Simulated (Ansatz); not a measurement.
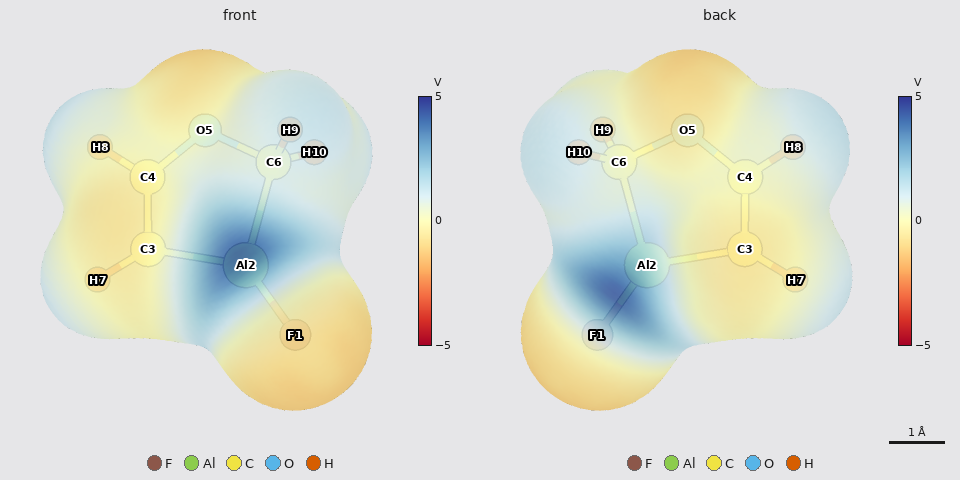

Figure 1: C3H4AlFO. The electrostatic potential painted on the density surface at 0.004 e/bohr³, seen from the front and from behind; red is negative and blue positive.

All numbers below come from Ansatz 0.2.0, RKS PBE-D4/6-31G*.

The calculation's input:

```
crystal:
  periodic: [false, false, false]
  atoms:
    - { symbol: F, position_ang: [-2.5909, -0.2909, 1.3192] }
    - { symbol: Al, position_ang: [-0.8558, -0.1089, 1.1394] }
    - { symbol: C, position_ang: [0.0949, -1.3512, 0.023] }
    - { symbol: C, position_ang: [1.0012, -0.689, -0.7975] }
    - { symbol: O, position_ang: [0.9157, 0.6898, -0.7763] }
    - { symbol: C, position_ang: [0.0112, 1.3693, 0.1243] }
    - { symbol: H, position_ang: [0.0665, -2.4288, 0.0501] }
    - { symbol: H, position_ang: [1.604, -1.2119, -1.4952] }
    - { symbol: H, position_ang: [-0.7384, 1.9416, -0.4125] }
    - { symbol: H, position_ang: [0.5749, 2.0289, 0.8284] }
basis:
  gaussian: { orbitals: "6-31G*" }
hamiltonian:
  xc: pbe
  dispersion: d4
relax:
  f_tol: 0.02
  max_steps: 50
output:
  orbitals: {}
```

Run with:

```sh
ansatz run input.yaml --threads 2 --pin off --max-ram 3072MiB --backend cpu --events-out ev --progress --plain --runs-dir out
```

The fields are those of the run's last geometry, not of the input's.

### Which sites attract a positive test charge, and which a negative one?

A positive charge is drawn to the negative regions and a negative charge to the positive ones. The most negative region (about −1.2 V) lies over F1, the most positive (about +4.2 V) over Al2.
